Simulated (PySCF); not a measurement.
# Xe²⁺: interval between two levels with spin-orbit coupling

Aim: the interval between two levels of xenon from differences of total energies, at each level of theory, and how far each lands from the tabulated value where there is one.

Program: PySCF 2.14.0. Level of theory: two-component X2C-1e, generalised determinants. These are calculated values, not measurements, unless marked.

## (1) The atom as given

* Element: xenon (Z = 54)
* Basis: x2c-TZVPall-2c
* Hamiltonian: two-component X2C-1e, Gaussian nucleus, no Breit or QED terms; spin-orbit coupling, run by run: off; screened by Boettger's factors
* Core shells frozen in the correlated runs: [Ar] 3d10 (for Xe²⁺)
* State 1: Xe²⁺ 4d10 5s2 5p4 3P2: [Kr] 4d10 5s2 5p4; 5p1/2 filled at m_j = +1/2; 5p3/2 filled at m_j = -1/2, +1/2, +3/2
* State 2: Xe²⁺ 4d10 5s1 5p5 3P2: [Kr] 4d10 5s1 5p5; 5s1/2 filled at m_j = +1/2; 5p1/2 filled at m_j = -1/2, +1/2; 5p3/2 filled at m_j = -1/2, +1/2, +3/2
* Methods: GHF, GMP2

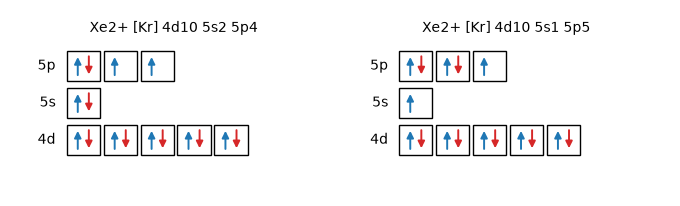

Outer shells as boxes.

A driver program built on PySCF's X2C-1e integrals ran all steps in one process from the settings above; there is no separate input file.

The driver's launch:

```console
$ OMP_NUM_THREADS=1 python sorun2.py TASK.json OUT
```

The integrals over 74 functions and the set-up took 2.4 s of CPU time.

## (2) Xe²⁺ 4d10 5s2 5p4 3P2: the ladder of methods

Level: GHF (spin-free).

Log:

```text
cycle= 1 E= -7441.1638933145  delta_E= -7.44e+03  |FDS-SDF|= 0.011
cycle= 2 E= -7441.1710408648  delta_E= -0.00715  |FDS-SDF|= 0.00365
cycle= 3 E= -7441.1714958599  delta_E= -0.000455  |FDS-SDF|= 0.00139
cycle= 4 E= -7441.1715584928  delta_E= -6.26e-05  |FDS-SDF|= 0.000239
cycle= 5 E= -7441.1715619295  delta_E= -3.44e-06  |FDS-SDF|= 4.31e-05
cycle= 6 E= -7441.1715620540  delta_E= -1.25e-07  |FDS-SDF|= 6.3e-06
cycle= 7 E= -7441.1715620563  delta_E= -2.3e-09  |FDS-SDF|= 8.54e-07
```

It took 1.4 s on 1 thread of Neoverse-V1, shared host, the integrals not counted.

Occupied spinors (without spin-orbit coupling the j labels only name the start):

```
spinor shell  electrons  mean energy (eV)  weight of the nominal j  rms radius (bohr)
       1s1/2          2          -34749.1                    1.000             0.0305
       2s1/2          2           -5528.1                    1.000              0.124
       2p3/2          4           -4955.5                    0.833              0.111
       2p1/2          2           -4955.6                    0.667              0.111
       3s1/2          2           -1191.3                    1.000              0.326
       3p3/2          4           -1002.0                    0.833              0.326
       3p1/2          2           -1002.0                    0.667              0.326
       3d5/2          6           -721.69                    0.800              0.304
       3d3/2          4           -721.69                    0.700              0.304
       4s1/2          2           -250.57                    1.000              0.762
       4p3/2          4           -187.92                    0.833              0.816
       4p1/2          2           -188.01                    0.667              0.815
       4d5/2          6           -93.749                    0.800              0.941
       4d3/2          4           -93.756                    0.700              0.943
       5s1/2          2           -45.876                    1.000               1.93
       5p3/2          3           -32.303                    0.667               2.24
       5p1/2          1           -29.716                    0.667               2.28
```

M_J = 2, ⟨J²⟩ = 6.011, ⟨L²⟩ = 2.008, ⟨S²⟩ = 2.003.

Level: GMP2 (spin-free).

This step left no log, only its results.

Time after the integrals: 1.2 s (1 thread of Neoverse-V1, shared host).

With 24 electrons correlated and 6 very high virtual spinors dropped, the MP2 correlation energy is -0.63275 hartree. Largest pairs: 4d3/2-4d5/2 -0.1289, 4d5/2-4d5/2 -0.0957, 4d3/2-4d3/2 -0.0422, 4d5/2-5p3/2 -0.0387, 5p3/2-5s1/2 -0.0313.

Level: GHF (screened spin-orbit).

Log:

```text
cycle= 1 E= -7443.5701660744  delta_E= -7.44e+03  |FDS-SDF|= 0.0379
cycle= 2 E= -7443.6002665654  delta_E= -0.0301  |FDS-SDF|= 0.00568
cycle= 3 E= -7443.6028342186  delta_E= -0.00257  |FDS-SDF|= 0.00351
cycle= 4 E= -7443.6040405593  delta_E= -0.00121  |FDS-SDF|= 0.00283
cycle= 5 E= -7443.6057843325  delta_E= -0.00174  |FDS-SDF|= 0.00198
cycle= 6 E= -7443.6072317032  delta_E= -0.00145  |FDS-SDF|= 0.000537
cycle= 7 E= -7443.6072904619  delta_E= -5.88e-05  |FDS-SDF|= 0.000114
cycle= 8 E= -7443.6072939167  delta_E= -3.45e-06  |FDS-SDF|= 2.66e-05
cycle= 9 E= -7443.6072939814  delta_E= -6.48e-08  |FDS-SDF|= 3.84e-06
cycle= 10 E= -7443.6072939822  delta_E= -7.37e-10  |FDS-SDF|= 8.74e-07
```

Time after the integrals: 1.9 s (1 thread of Neoverse-V1, shared host).

The outer occupied spinors:

```
spinor shell  electrons  mean energy (eV)  weight of the nominal j  rms radius (bohr)
       4s1/2          2           -250.30                    1.000              0.762
       4p1/2          2           -196.77                    1.000              0.796
       4p3/2          4           -183.65                    1.000              0.825
       4d3/2          4           -94.874                    0.995              0.937
       4d5/2          6           -92.638                    0.996              0.946
       5s1/2          2           -45.789                    0.999               1.93
       5p3/2          3           -31.465                    0.539               2.25
       5p1/2          1           -32.699                    0.533               2.22
```

M_J = 2, ⟨J²⟩ = 6.023, ⟨L²⟩ = 2.438, ⟨S²⟩ = 1.828. Rows whose weight is well below 1 mix j = l ± 1/2: exchange competes with spin-orbit coupling there.

Level: GMP2 (screened spin-orbit).

The driver printed no log here.

Time after the integrals: 1.1 s (1 thread of Neoverse-V1, shared host).

With 24 electrons correlated and 6 very high virtual spinors dropped, the MP2 correlation energy is -0.63280 hartree. Largest pairs: 4d3/2-4d5/2 -0.1292, 4d5/2-4d5/2 -0.0959, 4d3/2-4d3/2 -0.0418, 4d5/2-5p3/2 -0.0387, 4d5/2-5s1/2 -0.0295.

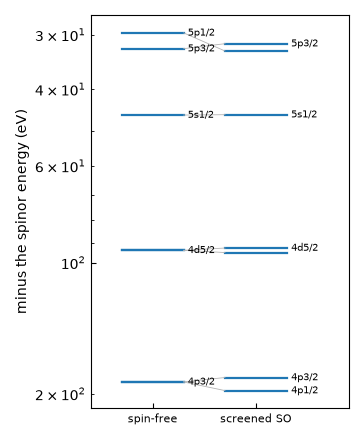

The highest 7 spinor levels of Xe²⁺ 4d10 5s2 5p4 3P2 on a logarithmic scale, without and with spin-orbit coupling.

## (3) Xe²⁺ 4d10 5s1 5p5 3P2

Level: GHF (spin-free).

Log:

```text
cycle= 1 E= -7440.6460746133  delta_E= -7.44e+03  |FDS-SDF|= 0.0122
cycle= 2 E= -7440.6562099464  delta_E= -0.0101  |FDS-SDF|= 0.00454
cycle= 3 E= -7440.6571278198  delta_E= -0.000918  |FDS-SDF|= 0.0016
cycle= 4 E= -7440.6572911450  delta_E= -0.000163  |FDS-SDF|= 0.000334
cycle= 5 E= -7440.6573040238  delta_E= -1.29e-05  |FDS-SDF|= 5.58e-05
cycle= 6 E= -7440.6573044440  delta_E= -4.2e-07  |FDS-SDF|= 8.53e-06
cycle= 7 E= -7440.6573044504  delta_E= -6.4e-09  |FDS-SDF|= 1.15e-06
```

Time after the integrals: 1.5 s (1 thread of Neoverse-V1, shared host).

Occupied spinors (without spin-orbit coupling the j labels only name the start):

```
spinor shell  electrons  mean energy (eV)  weight of the nominal j  rms radius (bohr)
       1s1/2          2          -34750.7                    1.000             0.0305
       2s1/2          2           -5529.6                    1.000              0.124
       2p1/2          2           -4957.2                    0.667              0.111
       2p3/2          4           -4957.1                    0.833              0.111
       3s1/2          2           -1192.8                    1.000              0.326
       3p1/2          2           -1003.7                    0.667              0.326
       3p3/2          4           -1003.6                    0.833              0.326
       3d5/2          6           -723.29                    0.800              0.304
       3d3/2          4           -723.33                    0.700              0.304
       4s1/2          2           -251.95                    1.000              0.762
       4p1/2          2           -189.72                    0.667              0.814
       4p3/2          4           -189.47                    0.833              0.814
       4d5/2          6           -95.233                    0.800              0.940
       4d3/2          4           -95.358                    0.700              0.941
       5s1/2          1           -49.839                    1.000               1.91
       5p3/2          3           -31.612                    0.778               2.24
       5p1/2          2           -31.047                    0.667               2.26
```

M_J = 2, ⟨J²⟩ = 6.015, ⟨L²⟩ = 2.005, ⟨S²⟩ = 2.010.

Level: GMP2 (spin-free).

No log was kept for this step.

It took 1.1 s on 1 thread of Neoverse-V1, shared host, the integrals not counted.

With 24 electrons correlated and 6 very high virtual spinors dropped, the MP2 correlation energy is -0.66800 hartree. Largest pairs: 4d3/2-4d5/2 -0.1286, 4d5/2-4d5/2 -0.0956, 5p1/2-5p3/2 -0.0534, 4d5/2-5p3/2 -0.0456, 4d3/2-4d3/2 -0.0422.

Level: GHF (screened spin-orbit).

Log:

```text
cycle= 1 E= -7443.0500534309  delta_E= -7.44e+03  |FDS-SDF|= 0.0402
cycle= 2 E= -7443.0837810602  delta_E= -0.0337  |FDS-SDF|= 0.00514
cycle= 3 E= -7443.0849280056  delta_E= -0.00115  |FDS-SDF|= 0.00188
cycle= 4 E= -7443.0850670451  delta_E= -0.000139  |FDS-SDF|= 0.000529
cycle= 5 E= -7443.0850903723  delta_E= -2.33e-05  |FDS-SDF|= 7.78e-05
cycle= 6 E= -7443.0850911428  delta_E= -7.7e-07  |FDS-SDF|= 1.46e-05
cycle= 7 E= -7443.0850911660  delta_E= -2.32e-08  |FDS-SDF|= 2.01e-06
cycle= 8 E= -7443.0850911665  delta_E= -5.42e-10  |FDS-SDF|= 2.73e-07
```

Time after the integrals: 1.6 s (1 thread of Neoverse-V1, shared host).

The outer occupied spinors:

```
spinor shell  electrons  mean energy (eV)  weight of the nominal j  rms radius (bohr)
       4s1/2          2           -251.74                    1.000              0.762
       4p1/2          2           -198.38                    1.000              0.796
       4p3/2          4           -185.35                    1.000              0.823
       4d3/2          4           -96.459                    0.990              0.935
       4d5/2          6           -94.232                    0.993              0.944
       5s1/2          1           -49.737                    1.000               1.91
       5p1/2          2           -33.414                    0.677               2.18
       5p3/2          3           -30.172                    0.785               2.29
```

M_J = 2, ⟨J²⟩ = 6.014, ⟨L²⟩ = 2.033, ⟨S²⟩ = 2.034. Rows whose weight is well below 1 mix j = l ± 1/2: exchange competes with spin-orbit coupling there.

Level: GMP2 (screened spin-orbit).

This step left no log, only its results.

Time after the integrals: 1.1 s (1 thread of Neoverse-V1, shared host).

With 24 electrons correlated and 6 very high virtual spinors dropped, the MP2 correlation energy is -0.66912 hartree. Largest pairs: 4d3/2-4d5/2 -0.1293, 4d5/2-4d5/2 -0.0956, 5p1/2-5p3/2 -0.0625, 4d5/2-5p3/2 -0.0489, 4d3/2-4d3/2 -0.0416.

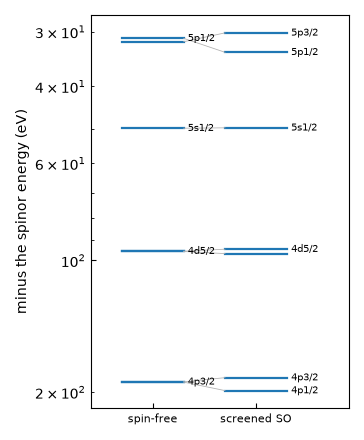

The highest 7 spinor levels of Xe²⁺ 4d10 5s1 5p5 3P2 on a logarithmic scale, without and with spin-orbit coupling.

## (4) The energy differences

Interval between two levels: Xe²⁺ [Kr] 4d10 5s2 5p4 [5p1/2^1 5p3/2^3, M_J = 2] → Xe²⁺ [Kr] 4d10 5s1 5p5 [5s1/2^1 5p1/2^2 5p3/2^3, M_J = 2].

```
                    method  value (eV)  CPU time, both states (s)
           GHF (spin-free)      13.994                        2.9
          GMP2 (spin-free)      13.034                        5.2
 GHF (screened spin-orbit)      14.210                        3.5
GMP2 (screened spin-orbit)      13.222                        5.6
```

Times are CPU seconds on a shared host without the integrals; correlated rows include their Hartree-Fock run.

## (5) Outcome

```
                                            quantity                                                         value
interval between two levels, Xe²⁺ → 4d10 5s1 5p5 3P2  GHF (spin-free) 13.994, GMP2 (screened spin-orbit) 13.222 eV
```

In words: The methods span 1.175 eV, from GMP2 (spin-free) (13.034) to GHF (screened spin-orbit) (14.210). No reference value is at hand in this session. Spin-orbit coupling moves the difference by +0.187 eV at GMP2. All values hold for this basis alone; no basis-set limit was taken.
